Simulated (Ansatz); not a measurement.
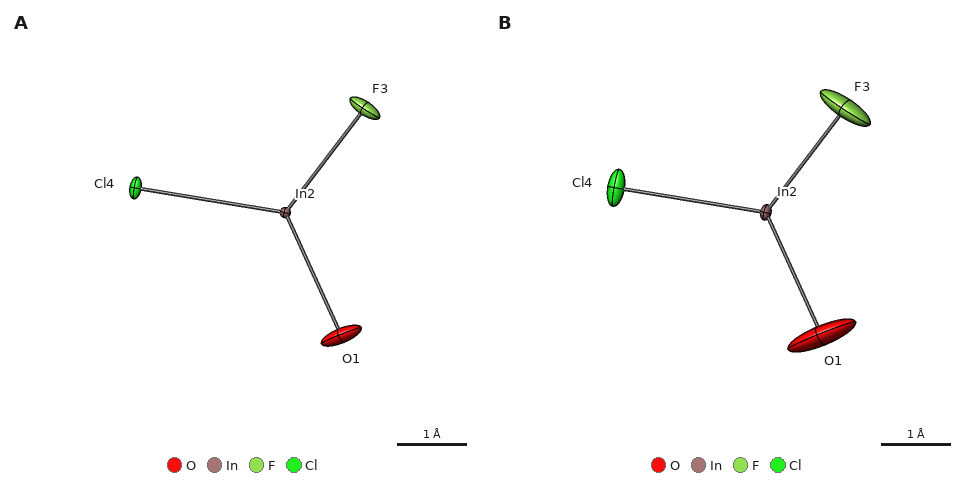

Displacement ellipsoids at the 50 % level, scaled by 1.5, from the internal vibrations of the free molecule (harmonic, no overall translation or rotation; no half-axis is drawn under 0.075 Å). The species is neutral and a spin doublet. Vibrations computed with UKS PBE0-D4/def2-TZVP, core potentials on In (Ansatz 0.2.0). One panel is for 200 K, the other for 600 K.

Which panel is for 600 K?

Answer. B.

How much does the mean-square displacement of O1 grow, and why?

Answer. U_eq goes from 0.0088 to 0.0246 Å², a factor of 2.8. Modes below kT (417 cm⁻¹ at 600 K) grow about in proportion to T, and the lowest lies at 97 cm⁻¹; the mean-square amplitude of a mode is its zero-point value times coth(ħω/2kT), which comes close to 1 only above about 3kT.
